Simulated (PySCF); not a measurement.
SMILES c1(cc(CC)ccc1)C at its GFN2-xTB optimised geometry (Å):

```
21

C     -2.1442    -2.3514    -1.4980
C     -1.8989    -1.9292    -0.0482
C     -1.1364    -0.6353     0.0000
C     -1.8057     0.5813    -0.0038
C     -1.0962     1.7686    -0.0032
C      0.2868     1.7534    -0.0014
C      0.9768     0.5480     0.0000
C      2.4757     0.5247     0.0266
C      0.2513    -0.6353     0.0000
H     -1.1979    -2.4845    -2.0179
H     -2.7164    -1.5889    -2.0217
H     -2.6964    -3.2879    -1.5352
H     -1.3349    -2.7116     0.4639
H     -2.8587    -1.8125     0.4596
H     -2.8864     0.5974    -0.0055
H     -1.6239     2.7116    -0.0049
H      0.8367     2.6839    -0.0009
H      2.8864     1.3946    -0.4811
H      2.8594    -0.3756    -0.4482
H      2.8298     0.5388     1.0582
H      0.7795    -1.5794     0.0019
```

Method: PySCF with PBE0/def2-SVP.

Map of the electrostatic potential (hartree/e), clipped to [-0.08, 0.12] on the plane z = 1.0 Å:

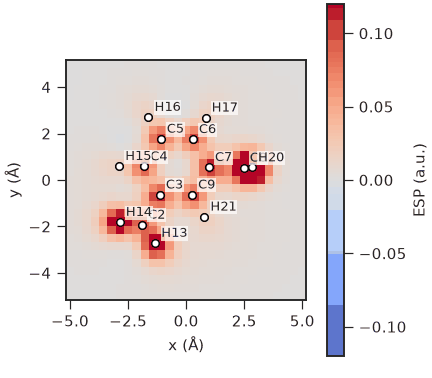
Figure. Electrostatic potential (hartree/e), clipped to [-0.08, 0.12] on the plane z = 1.0 Å.
